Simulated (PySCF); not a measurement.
# Difluoromethyl isocyanide (C2HF2N): NMR shifts in gas and solvents

Aim: compute the NMR shifts of Difluoromethyl isocyanide (C2HF2N) (`[C-]#[N+]C(F)F`), and see what a dielectric continuum does where one was used.

Computed with PySCF 2.14.0, with density-fitted response routines of our own, on a single molecule, in the gas phase or a continuum. Atoms count from 0, in the outputs and in this text.

### 1 The molecule as given

6 atoms, charge 0, multiplicity 1; geometry from: GFN2-xTB. The atoms were then displaced at random by about 0.01 Å, so the start is not that level's minimum.

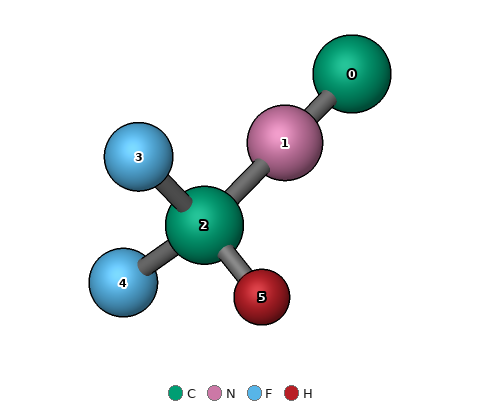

As it starts; carbon teal, nitrogen pink, fluorine blue, hydrogen red, atoms numbered.

### 2 Geometry optimisation at PBE0-D3(BJ)/def2-TZVP

The job: settings as JSON, then the geometry in Å.

```
{"job": {"xc": "PBE0", "basis": "def2-TZVP", "d3": "d3bj", "grid": 2, "shake": 0.01, "kind": "geom"}, "charge": 0, "multiplicity": 1}
C      2.142340    -0.053880    -0.061900
N      0.954740    -0.020370    -0.003040
C     -0.453760    -0.001860     0.052760
F     -0.879170     1.154360    -0.448160
F     -0.950940    -1.008070    -0.685740
H     -0.789050    -0.100190     1.101410
```

Started as:

```console
$ OMP_NUM_THREADS=1 python probes_run.py task.json out
```

This one command runs all jobs of the session in turn.

What it wrote:

```text
step   0  E = -330.98678148  max force = 0.042389
step   1  E = -330.98652032  max force = 0.011096
step   2  E = -330.98706387  max force = 0.007360
step   3  E = -330.98741431  max force = 0.007499
step   4  E = -330.98792285  max force = 0.007622
step   5  E = -330.98801618  max force = 0.005197
step   6  E = -330.98804468  max force = 0.001527
step   7  E = -330.98804753  max force = 0.000141
optimisation converged
```

Wall time 86 s (1 thread of Arm Neoverse N1, shared host); peak memory 0.65 GiB.

Relaxation path: (the energy doesn't fall at every step)

| step | energy from step 0 (eV) | largest force component (eV/Å) |
| --- | --- | --- |
| 0 | 0.0000 | 2.1797 |
| 1 | 0.0071 | 0.5706 |
| 2 | -0.0077 | 0.3785 |
| 3 | -0.0172 | 0.3856 |
| 4 | -0.0311 | 0.3919 |
| 5 | -0.0336 | 0.2672 |
| 6 | -0.0344 | 0.0785 |
| 7 | -0.0345 | 0.0073 |

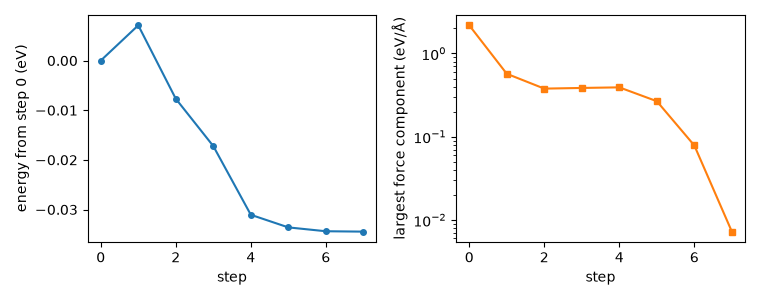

Energy and force, step by step.

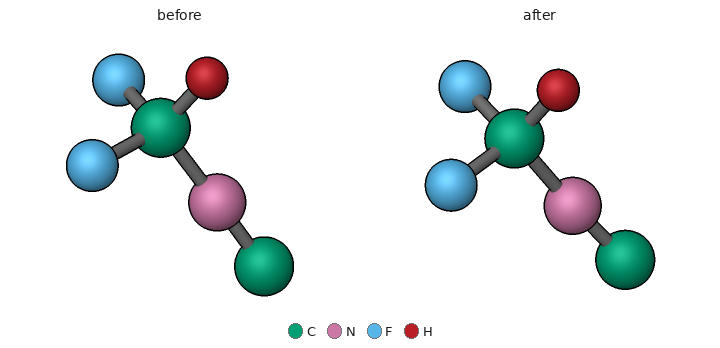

The geometry before (left) and after (right).

Distances of close pairs at the start and the end, largest changes first:

| bond | before (Å) | after (Å) | change (Å) |
| --- | --- | --- | --- |
| C0–N1 | 1.190 | 1.168 | -0.021 |
| C2–H5 | 1.105 | 1.093 | -0.013 |
| C2–F3 | 1.330 | 1.339 | +0.009 |
| N1–C2 | 1.410 | 1.404 | -0.005 |
| C2–F4 | 1.344 | 1.339 | -0.004 |

The next job starts from the end point, and lists it.

```csv
at the end point,value
point group (found at 0.08 Å tolerance),Cs
"rotational constants (GHz, main isotopes)","10.142, 4.573, 3.360"
dipole moment (D),2.29
```

### 3 Shielding tensors: PBE0/pcSseg-2

The job: settings as JSON, then the geometry in Å.

```
{"job": {"kind": "nmr", "xc": "PBE0", "basis": "pcSseg-2"}, "charge": 0, "multiplicity": 1}
C      2.117665     0.185794     0.053159
N      0.954876     0.083958     0.006503
C     -0.442808    -0.050782     0.033905
F     -1.006214     1.046881    -0.487088
F     -0.803264    -1.105174    -0.709412
H     -0.796157    -0.190501     1.058413
```

Level: GIAO PBE0/pcSseg-2 NMR shielding, non-relativistic, gas phase.

What it wrote:

```text
coarse grid: 6032 points
cycle   1  E = -330.8902775735  dE =  7.926e-01  |g| = 7.456e-01  |ddm| = 1.775e+00
cycle   2  E = -330.7826990454  dE =  1.076e-01  |g| = 1.132e+00  |ddm| = 7.700e-01
cycle   3  E = -330.9776297155  dE = -1.949e-01  |g| = 1.269e-01  |ddm| = 4.790e-01
cycle   4  E = -330.9796934657  dE = -2.064e-03  |g| = 7.135e-02  |ddm| = 8.418e-02
cycle   5  E = -330.9807000455  dE = -1.007e-03  |g| = 1.469e-02  |ddm| = 3.690e-02
cycle   6  E = -330.9807402929  dE = -4.025e-05  |g| = 1.887e-03  |ddm| = 8.907e-03
cycle   7  E = -330.9807410509  dE = -7.580e-07  |g| = 2.661e-04  |ddm| = 1.587e-03
final grid: 61992 points
cycle   8  E = -330.9822389400  dE = -6.150e-05  |g| = 4.447e-03  |ddm| = 2.973e-02
cycle   9  E = -330.9822381400  dE =  8.000e-07  |g| = 5.453e-03  |ddm| = 6.031e-03
cycle  10  E = -330.9822429690  dE = -4.829e-06  |g| = 7.382e-04  |ddm| = 2.711e-03
cycle  11  E = -330.9822430532  dE = -8.417e-08  |g| = 1.689e-04  |ddm| = 6.142e-04
cycle  12  E = -330.9822430550  dE = -1.775e-09  |g| = 1.315e-04  |ddm| = 1.411e-04
cycle  13  E = -330.9822430585  dE = -3.514e-09  |g| = 2.011e-05  |ddm| = 6.568e-05
cycle  14  E = -330.9822430585  dE = -6.617e-11  |g| = 7.170e-06  |ddm| = 1.080e-05
converged SCF energy = -330.9822430585

GIAO shielding tensors (ppm)
atom      isotropic    diamagn.    paramagn.     s11        s22        s33       span
  0 C       -7.621     262.526    -270.147   -132.694   -130.721    240.552    373.246
  1 N       59.149     338.047    -278.898    -96.545    -81.339    355.331    451.876
  2 C       77.077     235.127    -158.050     55.695     78.999     96.536     40.842
  3 F      277.603     467.595    -189.992    172.633    317.513    342.662    170.029
  4 F      277.400     467.561    -190.160    172.226    317.350    342.625    170.399
  5 H       25.269      27.797      -2.529     22.987     23.660     29.159      6.171
```

Wall time 21 s (1 thread of Arm Neoverse N1, shared host); peak memory 0.74 GiB.

Shifts follow as δ = σ(reference) − σ, with reference shieldings (ppm) from runs at the same level and on the same kind of geometry: 1H TMS 31.52, 13C TMS 186.0, 19F CFCl3 174.3, 15N NH3 263.8. The references are single molecules in the gas phase, so shifts against H2O, NH3, PH3, H3PO4 or CFCl3 are not on the usual liquid scales and can be off by tens of ppm. Atoms listed in one row are averaged.

| atoms | environment | σ (ppm) | δ (ppm) |
| --- | --- | --- | --- |
| C0 | isocyanide carbon | -7.6 | 193.7 |
| C2 | sp3 CH bonded to 2 F and N | 77.1 | 109.0 |
| H5 | hydrogen on an sp3 CH bonded to 2 F and N | 25.27 | 6.25 |
| N1 | isocyanide nitrogen | 59.1 | 204.6 |
| F3, F4 | fluorine of a CF2 group | 277.5 | -103.2 |

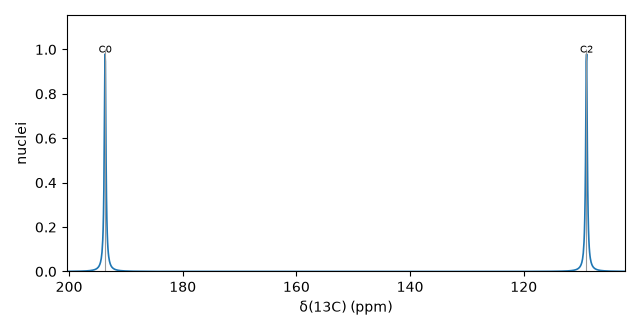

13C lines at the computed shifts, without couplings. Lines are broadened to a width of 0.34 ppm (Lorentzian).

The run also stored atomic charges by several schemes (e):

```
 atoms  Mulliken    IAO  Hirshfeld  ESP fit
    C0      0.12   0.00      -0.03    -0.33
    N1     -0.32  -0.16      -0.09     0.28
    C2      0.62   0.55       0.21     0.24
F3, F4     -0.23  -0.28      -0.08    -0.16
```

IAO charges:

```
atom  value (e)
  C0       0.00
  N1      -0.16
  C2       0.55
  F3      -0.28
  F4      -0.28
  H5       0.18
```

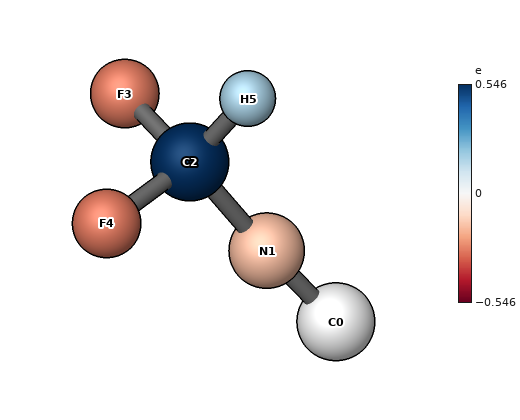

IAO charges, as colours on the atoms.

Mayer bond orders: C0–N1 2.58, N1–C2 0.97, C2–F3 1.03, C2–F4 1.03.

### 4 Shielding tensors: KT3/pcSseg-2

Same as in step 3 but for these lines:

```diff
@@ -1,2 +1,2 @@
-{"job": {"kind": "nmr", "xc": "PBE0", "basis": "pcSseg-2"}, "charge": 0, "multiplicity": 1}
+{"job": {"kind": "nmr", "xc": "KT3", "basis": "pcSseg-2", "pop": false}, "charge": 0, "multiplicity": 1}
 C      2.117665     0.185794     0.053159
```

With the program's defaults for keys left out, this is: GIAO KT3/pcSseg-2 NMR shielding, non-relativistic, gas phase.

What it wrote:

```text
coarse grid: 6032 points
cycle   1  E = -335.5795815133  dE =  7.783e-01  |g| = 9.186e-01  |ddm| = 1.861e+00
cycle   2  E = -335.2335324179  dE =  3.460e-01  |g| = 1.748e+00  |ddm| = 1.209e+00
cycle   3  E = -335.6990819433  dE = -4.655e-01  |g| = 1.933e-01  |ddm| = 8.645e-01
cycle   4  E = -335.7021239916  dE = -3.042e-03  |g| = 1.449e-01  |ddm| = 1.508e-01
cycle   5  E = -335.7064328122  dE = -4.309e-03  |g| = 3.639e-02  |ddm| = 8.975e-02
cycle   6  E = -335.7067582730  dE = -3.255e-04  |g| = 5.727e-03  |ddm| = 2.935e-02
cycle   7  E = -335.7067650539  dE = -6.781e-06  |g| = 1.523e-03  |ddm| = 4.796e-03
final grid: 61992 points
cycle   8  E = -335.7081615877  dE = -2.885e-04  |g| = 2.564e-02  |ddm| = 2.000e-01
cycle   9  E = -335.7079351891  dE =  2.264e-04  |g| = 4.594e-02  |ddm| = 2.885e-02
cycle  10  E = -335.7082448959  dE = -3.097e-04  |g| = 5.404e-03  |ddm| = 2.008e-02
cycle  11  E = -335.7082509236  dE = -6.028e-06  |g| = 1.560e-03  |ddm| = 3.313e-03
cycle  12  E = -335.7082514315  dE = -5.079e-07  |g| = 2.687e-04  |ddm| = 9.033e-04
cycle  13  E = -335.7082514450  dE = -1.350e-08  |g| = 7.847e-05  |ddm| = 2.040e-04
cycle  14  E = -335.7082514462  dE = -1.162e-09  |g| = 2.547e-05  |ddm| = 5.918e-05
cycle  15  E = -335.7082514463  dE = -9.175e-11  |g| = 9.600e-06  |ddm| = 1.682e-05
converged SCF energy = -335.7082514463

GIAO shielding tensors (ppm)
atom      isotropic    diamagn.    paramagn.     s11        s22        s33       span
  0 C       13.852     258.181    -244.329   -100.968    -97.695    240.219    341.187
  1 N       67.959     332.697    -264.739    -80.431    -65.852    350.159    430.590
  2 C       76.338     236.058    -159.720     53.281     79.198     96.536     43.255
  3 F      261.870     469.886    -208.015    156.941    294.460    334.210    177.269
  4 F      261.648     469.850    -208.202    156.509    294.279    334.156    177.648
  5 H       25.161      28.313      -3.152     22.872     23.592     29.019      6.148
```

It took 25 s on 1 thread of Arm Neoverse N1, shared host; peak memory 0.56 GiB.

In short: δ C0 169.4, C2 106.9, N1 193.1, F3 -116.3, H5 6.47 ppm (means over like atoms).

### 5 Shielding tensors: wB97X-D/pcSseg-2

Same as in step 4 but for these lines:

```diff
@@ -1,2 +1,2 @@
-{"job": {"kind": "nmr", "xc": "KT3", "basis": "pcSseg-2", "pop": false}, "charge": 0, "multiplicity": 1}
+{"job": {"kind": "nmr", "xc": "wB97X-D", "basis": "pcSseg-2", "pop": false}, "charge": 0, "multiplicity": 1}
 C      2.117665     0.185794     0.053159
```

With the program's defaults for keys left out, this is: GIAO wB97X-D/pcSseg-2 NMR shielding, non-relativistic, gas phase.

What it wrote:

```text
coarse grid: 6032 points
cycle   1  E = -331.1038394117  dE =  8.177e-01  |g| = 8.234e-01  |ddm| = 1.760e+00
cycle   2  E = -331.0851884988  dE =  1.865e-02  |g| = 9.659e-01  |ddm| = 7.324e-01
cycle   3  E = -331.2193035916  dE = -1.341e-01  |g| = 8.370e-02  |ddm| = 3.811e-01
cycle   4  E = -331.2201952490  dE = -8.917e-04  |g| = 4.394e-02  |ddm| = 5.908e-02
cycle   5  E = -331.2205496747  dE = -3.544e-04  |g| = 1.324e-02  |ddm| = 2.842e-02
cycle   6  E = -331.2205837464  dE = -3.407e-05  |g| = 2.240e-03  |ddm| = 9.067e-03
cycle   7  E = -331.2205851499  dE = -1.404e-06  |g| = 4.890e-04  |ddm| = 3.611e-03
final grid: 61992 points
cycle   8  E = -331.2241241829  dE = -1.373e-04  |g| = 1.181e-02  |ddm| = 4.100e-02
cycle   9  E = -331.2241124643  dE =  1.172e-05  |g| = 1.465e-02  |ddm| = 1.026e-02
cycle  10  E = -331.2241444909  dE = -3.203e-05  |g| = 1.405e-03  |ddm| = 5.714e-03
cycle  11  E = -331.2241448431  dE = -3.521e-07  |g| = 5.757e-04  |ddm| = 1.025e-03
cycle  12  E = -331.2241449096  dE = -6.660e-08  |g| = 1.328e-04  |ddm| = 5.097e-04
cycle  13  E = -331.2241449133  dE = -3.653e-09  |g| = 2.472e-05  |ddm| = 1.346e-04
cycle  14  E = -331.2241449136  dE = -2.849e-10  |g| = 5.296e-06  |ddm| = 8.178e-05
converged SCF energy = -331.2241449136

GIAO shielding tensors (ppm)
atom      isotropic    diamagn.    paramagn.     s11        s22        s33       span
  0 C       -7.281     263.582    -270.863   -132.593   -130.740    241.488    374.080
  1 N       58.191     337.517    -279.326    -99.127    -83.516    357.215    456.342
  2 C       76.808     235.568    -158.760     55.513     78.517     96.393     40.879
  3 F      281.980     467.280    -185.300    178.056    321.555    346.330    168.274
  4 F      281.781     467.250    -185.469    177.650    321.381    346.310    168.660
  5 H       25.443      27.727      -2.284     23.192     23.861     29.276      6.085
```

Run time: 24 s. Hardware: 1 thread of Arm Neoverse N1, shared host; peak memory 0.76 GiB.

Key values: δ C0 193.6, C2 109.5, N1 204.0, F3 -96.9, H5 6.19 ppm (means over like atoms).

### 6 NMR shieldings: B97-2/pcSseg-2

Same as in step 5 but for these lines:

```diff
@@ -1,2 +1,2 @@
-{"job": {"kind": "nmr", "xc": "wB97X-D", "basis": "pcSseg-2", "pop": false}, "charge": 0, "multiplicity": 1}
+{"job": {"kind": "nmr", "xc": "B97-2", "basis": "pcSseg-2", "pop": false}, "charge": 0, "multiplicity": 1}
 C      2.117665     0.185794     0.053159
```

With the program's defaults for keys left out, this is: GIAO B97-2/pcSseg-2 NMR shielding, non-relativistic, gas phase.

What it wrote:

```text
coarse grid: 6032 points
cycle   1  E = -331.1214998565  dE =  7.859e-01  |g| = 7.849e-01  |ddm| = 1.773e+00
cycle   2  E = -330.9908252856  dE =  1.307e-01  |g| = 1.220e+00  |ddm| = 8.114e-01
cycle   3  E = -331.2158792369  dE = -2.251e-01  |g| = 1.330e-01  |ddm| = 5.139e-01
cycle   4  E = -331.2181269209  dE = -2.248e-03  |g| = 7.666e-02  |ddm| = 8.902e-02
cycle   5  E = -331.2193122317  dE = -1.185e-03  |g| = 1.549e-02  |ddm| = 3.999e-02
cycle   6  E = -331.2193596305  dE = -4.740e-05  |g| = 1.848e-03  |ddm| = 9.738e-03
cycle   7  E = -331.2193603547  dE = -7.242e-07  |g| = 2.281e-04  |ddm| = 1.474e-03
final grid: 61992 points
cycle   8  E = -331.2158093299  dE = -6.551e-05  |g| = 7.761e-03  |ddm| = 5.084e-02
cycle   9  E = -331.2157993987  dE =  9.931e-06  |g| = 1.107e-02  |ddm| = 6.846e-03
cycle  10  E = -331.2158165940  dE = -1.720e-05  |g| = 1.639e-03  |ddm| = 4.433e-03
cycle  11  E = -331.2158171216  dE = -5.276e-07  |g| = 4.672e-04  |ddm| = 9.372e-04
cycle  12  E = -331.2158171636  dE = -4.204e-08  |g| = 1.152e-04  |ddm| = 2.880e-04
cycle  13  E = -331.2158171662  dE = -2.592e-09  |g| = 2.069e-05  |ddm| = 7.116e-05
cycle  14  E = -331.2158171663  dE = -8.168e-11  |g| = 5.549e-06  |ddm| = 1.579e-05
converged SCF energy = -331.2158171663

GIAO shielding tensors (ppm)
atom      isotropic    diamagn.    paramagn.     s11        s22        s33       span
  0 C       -2.578     263.516    -266.094   -125.655   -123.401    241.321    366.977
  1 N       63.223     337.913    -274.690    -89.857    -74.883    354.408    444.265
  2 C       77.469     235.691    -158.221     56.258     79.355     96.796     40.539
  3 F      279.064     468.195    -189.131    175.562    316.864    344.766    169.204
  4 F      278.865     468.161    -189.297    175.162    316.703    344.729    169.567
  5 H       25.368      27.864      -2.496     23.094     23.776     29.235      6.141
```

Wall time 19 s (1 thread of Arm Neoverse N1, shared host); peak memory 0.7 GiB.

Key values: δ C0 188.0, C2 107.9, N1 198.5, F3 -103.0, H5 6.27 ppm (means over like atoms).

### 7 Nuclear shieldings: WP04/pcSseg-2 in chloroform

Same as in step 6 but for these lines:

```diff
@@ -1,2 +1,2 @@
-{"job": {"kind": "nmr", "xc": "B97-2", "basis": "pcSseg-2", "pop": false}, "charge": 0, "multiplicity": 1}
+{"job": {"kind": "nmr", "xc": "WP04", "basis": "pcSseg-2", "pop": false, "solvent": "chloroform"}, "charge": 0, "multiplicity": 1}
 C      2.117665     0.185794     0.053159
```

Level: GIAO WP04/pcSseg-2 NMR shielding, non-relativistic, IEF-PCM chloroform.

What it wrote:

```text
coarse grid: 6032 points
cycle   1  E = -337.4435602313  dE =  7.853e-01  |g| = 1.099e+00  |ddm| = 1.729e+00
cycle   2  E = -337.1670718075  dE =  2.765e-01  |g| = 1.755e+00  |ddm| = 1.103e+00
cycle   3  E = -337.6103631899  dE = -4.433e-01  |g| = 1.208e-01  |ddm| = 7.395e-01
cycle   4  E = -337.6112354461  dE = -8.723e-04  |g| = 9.891e-02  |ddm| = 1.051e-01
cycle   5  E = -337.6129787506  dE = -1.743e-03  |g| = 2.900e-02  |ddm| = 5.321e-02
cycle   6  E = -337.6131708687  dE = -1.921e-04  |g| = 4.865e-03  |ddm| = 2.265e-02
cycle   7  E = -337.6131760679  dE = -5.199e-06  |g| = 1.151e-03  |ddm| = 3.675e-03
final grid: 61992 points
cycle   8  E = -337.6152179222  dE = -9.126e-05  |g| = 5.910e-03  |ddm| = 3.948e-02
cycle   9  E = -337.6152121462  dE =  5.776e-06  |g| = 8.817e-03  |ddm| = 7.336e-03
cycle  10  E = -337.6152235764  dE = -1.143e-05  |g| = 5.896e-04  |ddm| = 3.730e-03
cycle  11  E = -337.6152236304  dE = -5.404e-08  |g| = 2.346e-04  |ddm| = 7.296e-04
cycle  12  E = -337.6152236369  dE = -6.482e-09  |g| = 1.799e-04  |ddm| = 2.557e-04
cycle  13  E = -337.6152236433  dE = -6.406e-09  |g| = 3.895e-05  |ddm| = 9.180e-05
cycle  14  E = -337.6152236435  dE = -2.557e-10  |g| = 1.285e-05  |ddm| = 2.113e-05
converged SCF energy = -337.6152236435

GIAO shielding tensors (ppm)
atom      isotropic    diamagn.    paramagn.     s11        s22        s33       span
  0 C      -11.984     261.753    -273.737   -139.851   -138.008    241.909    381.761
  1 N       54.995     330.498    -275.503   -102.503    -87.653    355.142    457.644
  2 C       61.671     236.125    -174.454     41.310     63.652     80.050     38.740
  3 F      280.350     471.742    -191.392    171.394    314.468    355.187    183.793
  4 F      280.170     471.718    -191.548    171.025    314.331    355.154    184.129
  5 H       25.273      27.457      -2.183     23.085     23.721     29.014      5.929
```

Run time: 19 s. Hardware: 1 thread of Arm Neoverse N1, shared host; peak memory 0.76 GiB.

Key values: δ C0 187.1, C2 113.4, N1 195.0, F3 -101.3, H5 6.60 ppm (means over like atoms).

### 8 Nuclear shieldings: wB97X-D/pcSseg-2 in chloroform

The job: settings as JSON, then the geometry in Å.

```
{"job": {"kind": "nmr", "xc": "wB97X-D", "basis": "pcSseg-2", "pop": false, "solvent": "chloroform"}, "charge": 0, "multiplicity": 1}
C      2.117665     0.185794     0.053159
N      0.954876     0.083958     0.006503
C     -0.442808    -0.050782     0.033905
F     -1.006214     1.046881    -0.487088
F     -0.803264    -1.105174    -0.709412
H     -0.796157    -0.190501     1.058413
```

Level: GIAO wB97X-D/pcSseg-2 NMR shielding, non-relativistic, IEF-PCM chloroform.

What it wrote:

```text
coarse grid: 6032 points
cycle   1  E = -331.1121492317  dE =  8.095e-01  |g| = 8.118e-01  |ddm| = 1.759e+00
cycle   2  E = -331.1014746201  dE =  1.067e-02  |g| = 9.282e-01  |ddm| = 6.948e-01
cycle   3  E = -331.2244830205  dE = -1.230e-01  |g| = 7.740e-02  |ddm| = 3.588e-01
cycle   4  E = -331.2252686062  dE = -7.856e-04  |g| = 3.948e-02  |ddm| = 5.596e-02
cycle   5  E = -331.2255602856  dE = -2.917e-04  |g| = 1.328e-02  |ddm| = 2.757e-02
cycle   6  E = -331.2255957275  dE = -3.544e-05  |g| = 2.294e-03  |ddm| = 9.595e-03
cycle   7  E = -331.2255975872  dE = -1.860e-06  |g| = 6.182e-04  |ddm| = 4.259e-03
final grid: 61992 points
cycle   8  E = -331.2291149530  dE = -1.385e-04  |g| = 1.165e-02  |ddm| = 4.094e-02
cycle   9  E = -331.2291056112  dE =  9.342e-06  |g| = 1.410e-02  |ddm| = 9.963e-03
cycle  10  E = -331.2291348507  dE = -2.924e-05  |g| = 1.270e-03  |ddm| = 5.334e-03
cycle  11  E = -331.2291351333  dE = -2.826e-07  |g| = 5.673e-04  |ddm| = 9.945e-04
cycle  12  E = -331.2291352018  dE = -6.847e-08  |g| = 1.330e-04  |ddm| = 5.106e-04
cycle  13  E = -331.2291352057  dE = -3.946e-09  |g| = 3.055e-05  |ddm| = 1.348e-04
cycle  14  E = -331.2291352062  dE = -4.209e-10  |g| = 5.016e-06  |ddm| = 8.310e-05
converged SCF energy = -331.2291352062

GIAO shielding tensors (ppm)
atom      isotropic    diamagn.    paramagn.     s11        s22        s33       span
  0 C       -2.318     265.168    -267.486   -124.775   -123.620    241.442    366.218
  1 N       55.956     336.902    -280.946   -102.832    -88.504    359.204    462.036
  2 C       75.937     235.741    -159.803     55.534     77.838     94.439     38.906
  3 F      286.282     467.693    -181.412    180.732    329.373    348.740    168.008
  4 F      286.087     467.666    -181.579    180.331    329.211    348.719    168.388
  5 H       25.123      27.112      -1.989     22.833     23.478     29.057      6.224
```

Run time: 23 s. Hardware: 1 thread of Arm Neoverse N1, shared host; peak memory 0.78 GiB.

Key values: δ C0 189.4, C2 111.2, N1 208.6, F3 -99.0, H5 6.49 ppm (means over like atoms).

### 9 Side by side: NMR shifts

Shifts (ppm), means over like atoms, with basis size and wall time:

```csv
run,C0,C2,H5,N1,F3,functions,time
PBE0/pcSseg-2,193.7,109.0,6.25,204.6,-103.2,194,21 s
KT3/pcSseg-2,169.4,106.9,6.47,193.1,-116.3,194,25 s
wB97X-D/pcSseg-2,193.6,109.5,6.19,204.0,-96.9,194,24 s
B97-2/pcSseg-2,188.0,107.9,6.27,198.5,-103.0,194,19 s
WP04/pcSseg-2 in chloroform,187.1,113.4,6.60,195.0,-101.3,194,19 s
wB97X-D/pcSseg-2 in chloroform,189.4,111.2,6.49,208.6,-99.0,194,23 s
```

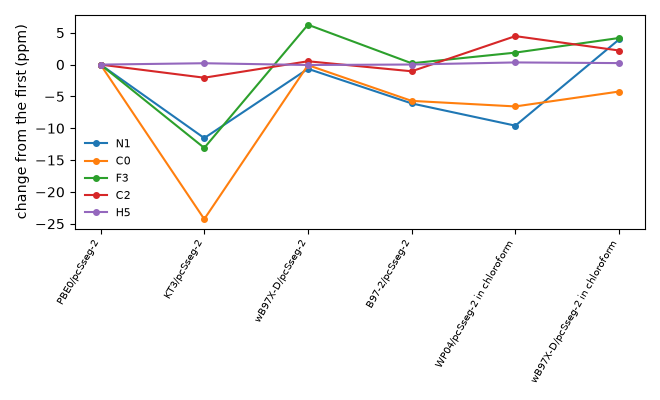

How the tabulated atoms move from run to run.

### 10 Outcome

```
                                                                 quantity                  value
                                                              point group                     Cs
                                     rotational constants (main isotopes)  10.14, 4.57, 3.36 GHz
                                   13C shifts against TMS (PBE0/pcSseg-2)       193.7, 109.0 ppm
                                    1H shifts against TMS (PBE0/pcSseg-2)               6.25 ppm
                                   15N shifts against NH3 (PBE0/pcSseg-2)              204.6 ppm
19F shifts against CFCl3 (PBE0/pcSseg-2, means over atoms taken as alike)             -103.2 ppm
                         range of the shift of N1 (wB97X-D/pcSseg-2 runs)     204.0 to 208.6 ppm
```

What this shows: Relaxing lowered the energy by 0.034 eV in 7 steps; the close pair that moved most is C0–N1, from 1.190 to 1.168 Å. No frequency check was run at this level, so the end point may be a saddle. At PBE0/pcSseg-2: The largest span, 452 ppm, is at N1, where the paramagnetic term is -279 ppm. At one level, wB97X-D/pcSseg-2: Across the 2 runs the shift of N1 moves most, between 204.0 (wB97X-D/pcSseg-2) and 208.6 ppm (wB97X-D/pcSseg-2 in chloroform). Part of that comes from the computed reference.
